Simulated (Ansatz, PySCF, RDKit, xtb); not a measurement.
# GaAlH2Cl2: from the formula to a structure, part 2 of 2

Task: start from the formula GaAlH2Cl2, draw up candidate structures, narrow them down in stages, and characterise the one that lies lowest at 298.15 K.

xtb, Ansatz and PySCF; isolated molecules. Earlier steps stand in the parts before.

## 11. c196a at CCSD(T)/def2-SVP

File input.yaml:

```yaml
crystal:
  periodic: [false, false, false]
  atoms:
    - symbol: Al
      position_ang: [-0.367134, 0.700039, -0.766809]
    - symbol: Cl
      position_ang: [-1.961467, -0.617105, -1.225530]
    - symbol: Cl
      position_ang: [-0.868012, 2.000618, 1.026986]
    - symbol: Ga
      position_ang: [0.800175, 0.055532, 1.350080]
    - symbol: H
      position_ang: [0.416408, 1.452132, -1.907582]
    - symbol: H
      position_ang: [1.155649, 0.090224, 2.895677]
basis:
  gaussian: {orbitals: def2-SVP}
correlation: {method: ccsd_t, frozen_orbitals: {H: 0, Ga: 9, Al: 5, Cl: 5}}
```

Launch:

```sh
$ ansatz run input.yaml --threads 1 --pin off --max-ram 2610MiB --events-out events.jsonl --progress --plain --runs-dir runs
```

Output (excerpt; [...] marks lines left out):

```text
Warning: RAYON_NUM_THREADS=1 ignored (pool sized by the plan → 1); use --threads N
Functional definition: HF
  name "HF"
[...]
899 factors; integrals over basis functions are off by at most 1.3e-3 eV
[...]
mean field -83942.95856474 eV, -3084.8468286734 hartree, gradient 7.0e-6 eV, S^2 0.000000; 0 other end points of the search recorded, 0 dependent functions left out
24 core orbitals not correlated: weight in the atoms' cores, before any rotation towards them, 1.000 or more for the frozen orbitals, at most 0.000 for the correlated occupied ones
reference -83942.95856474 eV, -3084.8468286734 hartree; 16, 16 occupied and 56, 56 virtual orbitals, 899 factors
second order -14.47604687 eV of doubles, -0.00000000 eV of singles
cycle   1  -14.81642189 eV  change   -3.4e-1 eV  update   9.9e-2
[...]
cycle   9  -15.35319976 eV  change   -2.6e-5 eV  update   2.0e-5
perturbative correction -0.41876479 eV, -0.0153893221 hartree
Total energy: -83958.73052930 eV, -3085.4264376801 hartree
```

Run time: 14 s. Hardware: 1 thread of Arm Neoverse N1, shared host; peak memory 0.27 GiB.

## 12. Putting it together

Energies in kcal/mol from c470; G adds the thermal terms to the CCSD(T)/def2-SVP + MP2/def2-TZVPP - MP2/def2-SVP energy.

| label | SMILES | spin | PBE0-D3(BJ)/def2-SVP | HF/def2-SVP | MP2/def2-SVP | CCSD(T)/def2-SVP + MP2/def2-TZVPP - MP2/def2-SVP | G | share at equilibrium | T1 |
| --- | --- | --- | --- | --- | --- | --- | --- | --- | --- |
| c470 | [AlH2]1[Cl][Ga][Cl]1 ‡ | singlet | 0.0 | 0.0 | 0.0 | 0.0 | 0.0 | 100.0 % | 0.010 |
| c196a | [Cl][AlH]1[Cl][GaH]1 ‡ | singlet | 17.0 | 19.4 | 16.6 | 15.7 | 14.7 | < 0.1 % | 0.012 |
| c440b | [Cl][AlH2-][Ga+][Cl] | singlet | 19.6 | 20.7 | 19.3 | 18.7 | 17.1 | < 0.1 % | 0.012 |

‡ marks the bonded skeleton alone, with all bonds drawn single: no Lewis structure was assigned that passes a check against the bond lengths.

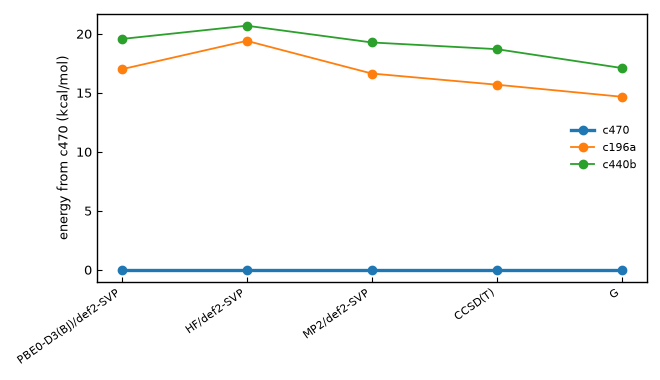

The finalists at each level, measured from c470.

Lowest found: c470, `[AlH2]1[Cl][Ga][Cl]1` ‡, a singlet of point group C2v. Bond lengths: Al1–Cl2 2.289 Å, Al1–Cl3 2.289 Å, Cl2–Ga4 2.552 Å, Cl3–Ga4 2.552 Å, Al1–H5 1.582 Å, Al1–H6 1.582 Å. Angles: Al1–Cl2–Ga4 92.4°, Cl2–Al1–Cl3 93.6°, Al1–Cl3–Ga4 92.4°, Cl2–Ga4–Cl3 81.7°, Cl2–Al1–H5 108.3°, Cl2–Al1–H6 108.3°, Cl3–Al1–H5 108.3°, Cl3–Al1–H6 108.3°, H5–Al1–H6 125.5°.

```xyz
6

Al   -0.8446    0.2354   -0.9025
Cl   -0.1640    1.7154    0.7051
Cl    1.0050   -1.0920   -0.6685
Ga    1.9809    0.4068    1.1518
H    -0.7617    0.9575   -2.3076
H    -2.0967   -0.5570   -0.3485
```

‡ marks the bonded skeleton alone, with all bonds drawn single: no Lewis structure was assigned that passes a check against the bond lengths.

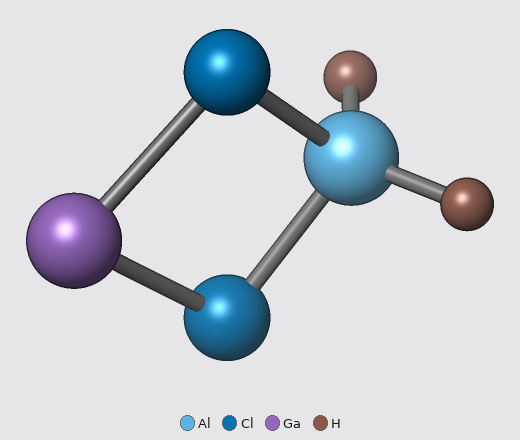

The lowest structure found, seen from a chosen angle (aluminium blue, chlorine blue, gallium purple, hydrogen brown).

## 13. Density, orbitals and dipole (PBE0/def2-TZVPD)

File input.yaml:

```yaml
crystal:
  periodic: [false, false, false]
  atoms:
    - {symbol: Al, position_ang: [-0.844601, 0.235414, -0.902520]}
    - {symbol: Cl, position_ang: [-0.163970, 1.715358, 0.705119]}
    - {symbol: Cl, position_ang: [1.005005, -1.092022, -0.668526]}
    - {symbol: Ga, position_ang: [1.980930, 0.406820, 1.151834]}
    - {symbol: H, position_ang: [-0.761741, 0.957451, -2.307631]}
    - {symbol: H, position_ang: [-2.096683, -0.556991, -0.348534]}
basis:
  gaussian: {orbitals: def2-TZVPD}
hamiltonian: {xc: {name: PBE0}}
magnetization: {spin_polarized: false}
output: {forces: true, orbitals: {seedname: orbitals}}
```

Launch:

```sh
$ ansatz run input.yaml --threads 1 --pin off --max-ram 2610MiB --events-out events.jsonl --progress --plain --runs-dir runs
```

Output (excerpt; [...] marks lines left out):

```text
Warning: RAYON_NUM_THREADS=1 ignored (pool sized by the plan → 1); use --threads N
[... 2 set-up lines as earlier in the session ...]
[...]
1436 factors; their error is unknown
[...]
mean field -84039.65570914 eV, -3088.4003831864 hartree, gradient 8.1e-6 eV, S^2 0.000000; 0 other end points of the search recorded, 0 dependent functions left out
[...]
reference -84039.65575735 eV, -3088.4003849578 hartree; 40, 40 occupied and 167, 167 virtual orbitals, 1436 factors
Total energy: -84039.65575735 eV, -3088.4003849578 hartree
Atom 0 at    -0.844601     0.235414    -0.902520 Å, force     0.134623     0.008157     0.098039 eV/Å
Atom 1 at    -0.163970     1.715358     0.705119 Å, force    -0.014092    -0.067693    -0.062134 eV/Å
Atom 2 at     1.005005    -1.092022    -0.668526 Å, force    -0.068379     0.062872     0.001805 eV/Å
Atom 3 at     1.980930     0.406820     1.151834 Å, force    -0.085093    -0.005284    -0.061735 eV/Å
Atom 4 at    -0.761741     0.957451    -2.307631 Å, force    -0.004759    -0.023089     0.043127 eV/Å
Atom 5 at    -2.096683    -0.556991    -0.348534 Å, force     0.037700     0.025038    -0.019102 eV/Å
Dipole moment:     0.551691     0.033520     0.401022 e Å
```

Wall time 33 s (1 thread of Arm Neoverse N1, shared host); peak memory 0.68 GiB.

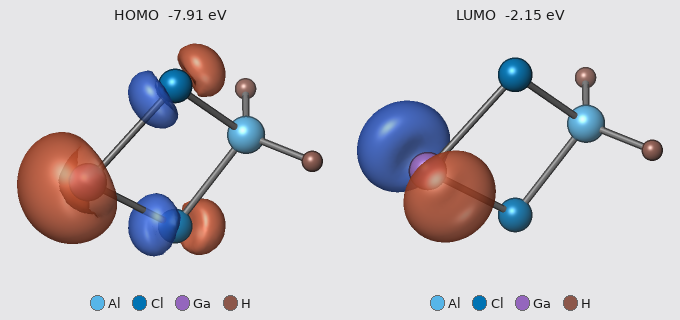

Frontier orbitals of this run, surfaces at ±0.2 Å^-3/2.

## 14. Frequencies after a tight-binding relaxation (GFN2-xTB)

File start.xyz:

```xyz
6
c470
Al    -0.844601     0.235414    -0.902520
Cl    -0.163970     1.715358     0.705119
Cl     1.005005    -1.092022    -0.668526
Ga     1.980930     0.406820     1.151834
H     -0.761741     0.957451    -2.307631
H     -2.096683    -0.556991    -0.348534
```

Launch:

```sh
$ xtb start.xyz --gfn 2 --ohess tight
```

Output (excerpt; [...] marks lines left out):

```text
* xtb version 6.7.1
[...]
          :  # basis functions                  42          :
[...]
          :  # electrons                        22          :
[...]
          :  Hamiltonian                  GFN2-xTB          :
[...]
          :  net charge                          0          :
          :  unpaired electrons                  0          :
[...]
   *** convergence criteria satisfied after 14 iterations ***
[...]
   *** GEOMETRY OPTIMIZATION CONVERGED AFTER 8 ITERATIONS ***
[...]
   *** convergence criteria satisfied after 3 iterations ***
[...]
         ::                     SUMMARY                     ::
         :::::::::::::::::::::::::::::::::::::::::::::::::::::
         :: total energy             -12.608407354745 Eh    ::
         :: gradient norm              0.000191934159 Eh/a0 ::
         :: HOMO-LUMO gap              4.731930441799 eV    ::
         ::.................................................::
         :: SCC energy               -12.630440219186 Eh    ::
         :: -> isotropic ES            0.044587566453 Eh    ::
         :: -> anisotropic ES          0.003198375152 Eh    ::
         :: -> anisotropic XC         -0.004546809138 Eh    ::
         :: -> dispersion             -0.005938439558 Eh    ::
         :: repulsion energy           0.022032864441 Eh    ::
         :: add. restraining           0.000000000000 Eh    ::
         :: total charge               0.000000000000 e     ::
         :::::::::::::::::::::::::::::::::::::::::::::::::::::
[...]
        11        2.0000           -0.3893346             -10.5943 (HOMO)
        12                         -0.2154389              -5.8624 (LUMO)
[...]
     #   Z          covCN         q      C6AA      α(0)
     1  13          3.330     0.368    93.372    19.691
     2  17          1.472    -0.182   104.889    15.669
     3  17          1.472    -0.182   104.888    15.669
     4  31          1.398     0.366   242.657    36.963
     5   1          0.881    -0.186     9.824     4.906
     6   1          0.881    -0.186     9.823     4.906
[...]
          | TOTAL ENERGY              -12.608407354758 Eh   |
          | TOTAL ENTHALPY            -12.584418762348 Eh   |
          | TOTAL FREE ENERGY         -12.624678006562 Eh   |
          | GRADIENT NORM               0.000191738334 Eh/α |
[...]
```

Wall time 0.38 s (1 thread of Arm Neoverse N1, shared host); peak memory 0.5 GiB.

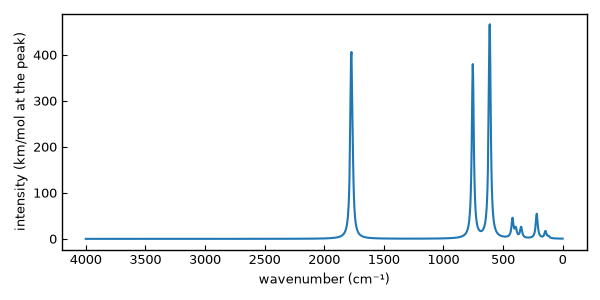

Harmonic infrared spectrum, unscaled, lines broadened by 10 cm⁻¹.

## 15. Electronic excitations (TD-PBE0/def2-SVPD)

An in-house driver calls PySCF's response routines at TD-PBE0/def2-SVPD; it has no typed input.

Output:

```text
coarse grid: 31344 points
cycle   1  E = -3087.7254878743  dE = -5.716e-01  |g| = 4.513e-01  |ddm| = 2.449e+00
cycle   2  E = -3087.7145716035  dE =  1.092e-02  |g| = 5.537e-01  |ddm| = 1.376e+00
cycle   3  E = -3087.7693770024  dE = -5.481e-02  |g| = 1.908e-02  |ddm| = 6.689e-01
cycle   4  E = -3087.7694830381  dE = -1.060e-04  |g| = 7.192e-03  |ddm| = 4.667e-02
cycle   5  E = -3087.7694952790  dE = -1.224e-05  |g| = 2.352e-03  |ddm| = 1.246e-02
cycle   6  E = -3087.7694967857  dE = -1.507e-06  |g| = 2.543e-04  |ddm| = 3.623e-03
final grid: 59416 points
cycle   7  E = -3087.7693706637  dE = -2.881e-08  |g| = 2.635e-04  |ddm| = 1.329e-03
cycle   8  E = -3087.7693706610  dE =  2.725e-09  |g| = 2.876e-04  |ddm| = 7.728e-04
cycle   9  E = -3087.7693706847  dE = -2.365e-08  |g| = 2.327e-05  |ddm| = 3.998e-04
cycle  10  E = -3087.7693706847  dE = -6.730e-11  |g| = 4.229e-06  |ddm| = 2.064e-05
converged SCF energy = -3087.7693706847

Static polarisability (au): isotropic 89.703, principal 72.584 88.942 107.583

Singlet excitations
state   eV       nm        f      main configurations
  1   4.9748    249.2   0.07612   H->L 0.98
  2   5.0163    247.2   0.00668   H-1->L 0.99
  3   5.7190    216.8   0.00003   H-1->L+1 0.97
  4   5.7414    215.9   0.10282   H->L+1 0.95
  5   6.2865    197.2   0.00014   H-4->L 0.98
  6   6.2908    197.1   0.00991   H-3->L 0.95
  7   6.3603    194.9   0.00421   H-1->L+2 0.92
  8   6.4236    193.0   0.40643   H->L+2 0.91

Triplet excitations (Tamm-Dancoff, eV): 3.4663 4.4667 4.9341
```

Run time: 20 s. Hardware: 1 thread of Arm Neoverse N1, shared host; peak memory 0.5 GiB.

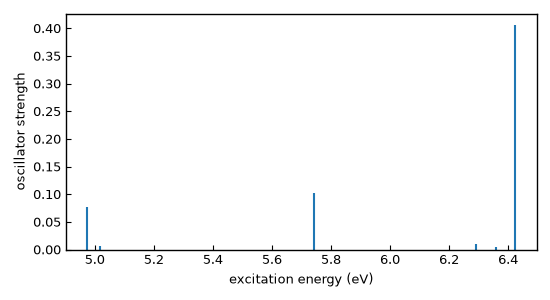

Vertical excitations as sticks.

The roots found:

| excited state | energy (eV) | strength |
| --- | --- | --- |
| 1 | 4.975 | 0.0761 |
| 2 | 5.016 | 0.0067 |
| 3 | 5.719 | 0.0000 |
| 4 | 5.741 | 0.1028 |
| 5 | 6.287 | 0.0001 |
| 6 | 6.291 | 0.0099 |
| 7 | 6.360 | 0.0042 |
| 8 | 6.424 | 0.4064 |

## 16. NMR shieldings (GIAO PBE0/pcSseg-1)

An in-house driver calls PySCF's response routines at GIAO PBE0/pcSseg-1; it has no typed input.

Output:

```text
coarse grid: 31344 points
cycle   1  E = -3088.0292690685  dE = -5.868e-01  |g| = 9.100e-01  |ddm| = 2.202e+00
cycle   2  E = -3087.9933439116  dE =  3.593e-02  |g| = 1.031e+00  |ddm| = 1.441e+00
cycle   3  E = -3088.1107155875  dE = -1.174e-01  |g| = 6.183e-02  |ddm| = 7.835e-01
cycle   4  E = -3088.1111831024  dE = -4.675e-04  |g| = 1.118e-02  |ddm| = 6.042e-02
cycle   5  E = -3088.1112082962  dE = -2.519e-05  |g| = 2.210e-03  |ddm| = 1.280e-02
cycle   6  E = -3088.1112097939  dE = -1.498e-06  |g| = 5.341e-04  |ddm| = 3.726e-03
final grid: 59416 points
cycle   7  E = -3088.1111268004  dE = -6.244e-08  |g| = 4.680e-04  |ddm| = 1.223e-03
cycle   8  E = -3088.1111268066  dE = -6.226e-09  |g| = 4.675e-04  |ddm| = 9.723e-04
cycle   9  E = -3088.1111268582  dE = -5.166e-08  |g| = 5.975e-05  |ddm| = 4.751e-04
cycle  10  E = -3088.1111268586  dE = -3.183e-10  |g| = 9.917e-06  |ddm| = 3.801e-05
converged SCF energy = -3088.1111268586

GIAO shielding tensors (ppm)
atom      isotropic    diamagn.    paramagn.     s11        s22        s33       span
  0 Al     414.137     791.218    -377.081    366.538    381.941    493.931    127.393
  1 Cl     772.678    1148.897    -376.219    543.830    819.086    955.119    411.290
  2 Cl     772.689    1148.980    -376.291    543.859    819.088    955.122    411.264
  3 Ga    2007.329    2636.253    -628.924   1852.648   1915.021   2254.317    401.670
  4 H       26.473      27.030      -0.556     23.677     23.856     31.886      8.209
  5 H       26.474      27.211      -0.737     23.676     23.856     31.889      8.213
```

Run time: 16 s. Hardware: 1 thread of Arm Neoverse N1, shared host; peak memory 0.61 GiB.

Isotropic shieldings (absolute, not shifts):

| atoms | shielding (ppm) |
| --- | --- |
| Al1 | 414.1 |
| Cl2 | 772.7 |
| Cl3 | 772.7 |
| Ga4 | 2007.3 |
| H5 | 26.47 |
| H6 | 26.47 |

## 17. The cation at the same geometry (PBE0/def2-TZVPD)

Edit input.yaml of step 13 so:

```diff
@@ -11,4 +11,4 @@
   gaussian: {orbitals: def2-TZVPD}
-hamiltonian: {xc: {name: PBE0}}
-magnetization: {spin_polarized: false}
-output: {forces: true, orbitals: {seedname: orbitals}}
+total_charge: 1
+magnetization: {spin_polarized: true, initial_magnetization: 1}
+hamiltonian: {xc: pbe0}
```

Launch:

```sh
$ ansatz run input.yaml --threads 1 --pin off --max-ram 2610MiB --events-out events.jsonl --progress --plain --runs-dir runs
```

Output:

```text
Warning: RAYON_NUM_THREADS=1 ignored (pool sized by the plan → 1); use --threads N
[... 2 set-up lines as earlier in the session ...]
  parameter a = 0.25
  parameter kappa = 0.804
  parameter beta = 0.06672455060314922
  exchange = (1 - a)*pbe_x(kappa = kappa, mu = beta*pi^2/3) + a*exact_x
  correlation = pbe_c(beta = beta)
1436 factors; their error is unknown
mean field evaluation 1: about -84024.1595 eV, gradient 3.0e1 eV
mean field evaluation 2: about -83999.1490 eV, gradient 6.8e1 eV
mean field evaluation 4: about -84027.1270 eV, gradient 1.5e1 eV
mean field evaluation 8: about -84029.5927 eV, gradient 4.7e-1 eV
mean field evaluation 16: about -84029.5714 eV, gradient 2.7e0 eV
mean field evaluation 32: about -84029.8013 eV, gradient 2.8e0 eV
mean field -84029.88617606 eV, -3088.0413594675 hartree, gradient 1.5e-5 eV, S^2 0.758831; 3 other end points of the search recorded, 0 dependent functions left out
reference -84029.88622115 eV, -3088.0413611245 hartree; 40, 39 occupied and 167, 168 virtual orbitals, 1436 factors
Total energy: -84029.88622115 eV, -3088.0413611245 hartree
```

It took 2.5 min on 1 thread of Arm Neoverse N1, shared host; peak memory 0.89 GiB.

Difference from the parent: 9.77 eV.

## 18. The anion at the same geometry (PBE0/def2-TZVPD)

File input.yaml:

```yaml
basis:
  gaussian:
    orbitals: def2-TZVPD
crystal:
  periodic: [false, false, false]
  atoms:
    - symbol: Al
      position_ang: [-0.844601, 0.235414, -0.902520]
    - symbol: Cl
      position_ang: [-0.163970, 1.715358, 0.705119]
    - symbol: Cl
      position_ang: [1.005005, -1.092022, -0.668526]
    - symbol: Ga
      position_ang: [1.980930, 0.406820, 1.151834]
    - symbol: H
      position_ang: [-0.761741, 0.957451, -2.307631]
    - symbol: H
      position_ang: [-2.096683, -0.556991, -0.348534]
hamiltonian:
  xc: pbe0
total_charge: -1
scf:
  lower_state_search: off
magnetization:
  spin_polarized: true
  initial_magnetization: 1
```

Launch:

```sh
$ ansatz run input.yaml --threads 1 --pin off --max-ram 2610MiB --events-out events.jsonl --progress --plain --runs-dir runs
```

Output (excerpt; [...] marks lines left out):

```text
Warning: RAYON_NUM_THREADS=1 ignored (pool sized by the plan → 1); use --threads N
[... 2 set-up lines as earlier in the session ...]
[...]
1436 factors; their error is unknown
[...]
mean field -84040.19386413 eV, -3088.4201600175 hartree, gradient 5.7e-6 eV, S^2 0.754975; 0 other end points of the search recorded, 0 dependent functions left out
reference -84040.19390635 eV, -3088.4201615691 hartree; 41, 40 occupied and 166, 167 virtual orbitals, 1436 factors
Total energy: -84040.19390635 eV, -3088.4201615691 hartree
Checks for a lower state left out: stability, starts, cluster_reference, orbital_swaps, neighbouring_geometries, increment
```

Run time: 32 s. Hardware: 1 thread of Arm Neoverse N1, shared host; peak memory 0.7 GiB.

Parent less the species with the added electron: 0.54 eV.

## 19. The triplet at the same geometry (PBE0/def2-TZVPD)

File input.yaml:

```yaml
crystal:
  periodic: [false, false, false]
  atoms:
    - {symbol: Al, position_ang: [-0.844601, 0.235414, -0.902520]}
    - {symbol: Cl, position_ang: [-0.163970, 1.715358, 0.705119]}
    - {symbol: Cl, position_ang: [1.005005, -1.092022, -0.668526]}
    - {symbol: Ga, position_ang: [1.980930, 0.406820, 1.151834]}
    - {symbol: H, position_ang: [-0.761741, 0.957451, -2.307631]}
    - {symbol: H, position_ang: [-2.096683, -0.556991, -0.348534]}
basis:
  gaussian: {orbitals: def2-TZVPD}
hamiltonian: {xc: {name: PBE0}}
magnetization: {spin_polarized: true, initial_magnetization: 2}
```

Launch:

```sh
$ ansatz run input.yaml --threads 1 --pin off --max-ram 2610MiB --events-out events.jsonl --progress --plain --runs-dir runs
```

Output (excerpt; [...] marks lines left out):

```text
Warning: RAYON_NUM_THREADS=1 ignored (pool sized by the plan → 1); use --threads N
[... 7 set-up lines as earlier in the session ...]
1436 factors; their error is unknown
mean field evaluation 1: about -84034.7168 eV, gradient 1.6e1 eV
mean field evaluation 2: about -84034.4970 eV, gradient 2.2e1 eV
mean field evaluation 4: about -84035.9439 eV, gradient 6.8e-1 eV
mean field evaluation 8: about -84036.1867 eV, gradient 5.6e-2 eV
mean field evaluation 16: about -84036.1868 eV, gradient 2.8e-5 eV
mean field -84036.18675186 eV, -3088.2729013575 hartree, gradient 2.8e-5 eV, S^2 2.002737; 2 other end points of the search recorded, 0 dependent functions left out
reference -84036.18679865 eV, -3088.2729030770 hartree; 41, 39 occupied and 166, 168 virtual orbitals, 1436 factors
Total energy: -84036.18679865 eV, -3088.2729030770 hartree
```

Wall time 56 s (1 thread of Arm Neoverse N1, shared host); peak memory 0.84 GiB.

It lies 3.47 eV above the singlet.

## 20. What came out

The summary covers parts 1 to 2.

| quantity | value |
| --- | --- |
| lowest structure found | [AlH2]1[Cl][Ga][Cl]1 ‡, singlet, C2v |
| next finalist | [Cl][AlH]1[Cl][GaH]1 ‡, singlet, 14.7 kcal/mol higher in G |
| share at equilibrium, among the finalists | 100.0 % |
| funnel | 18 starts, 12 minima at GFN2-xTB, 8 screening runs, 3 relaxed, 3 ranked |
| CPU time of all runs | 29 min |
| harmonic wavenumbers, lowest and highest (PBE0-D3(BJ)/def2-SVP) | 44 and 1968 cm⁻¹ |
| rotational constants, same geometry | 0.08372, 0.05707, 0.03449 cm⁻¹ |
| dipole moment (PBE0/def2-TZVPD) | 3.28 D |
| HOMO energy (PBE0/def2-TZVPD) | -7.91 eV |
| LUMO energy (PBE0/def2-TZVPD) | -2.15 eV |
| HOMO–LUMO gap (PBE0/def2-TZVPD) | 5.76 eV |
| lowest excitation (TD-PBE0/def2-SVPD) | 4.97 eV (f = 0.076) |
| lowest triplet excitation, same level, Tamm-Dancoff | 3.47 eV |
| vertical ionisation energy | 9.77 eV |
| vertical electron affinity | 0.54 eV |
| vertical triplet less singlet | +3.47 eV |

What this shows: The lowest structure found is `[AlH2]1[Cl][Ga][Cl]1` ‡. It came from a random start; the drawn patterns missed it. Among the finalists first place is clear (14.7 kcal/mol); structures outside the list aren't covered. PBE0-D3(BJ)/def2-SVP, HF/def2-SVP and MP2/def2-SVP already put its bonding pattern lowest among the structures in one piece. The largest share of the time went into the vibrations (32 %). Lowest found is not proven lowest: the search is finite, and each finalist counts with one conformer. Patterns outside the rules of the enumeration were met only by chance. The lowest isomer need not be the one that is made and kept in a bottle, which depends on barriers.

‡ marks the bonded skeleton alone, with all bonds drawn single: no Lewis structure was assigned that passes a check against the bond lengths.
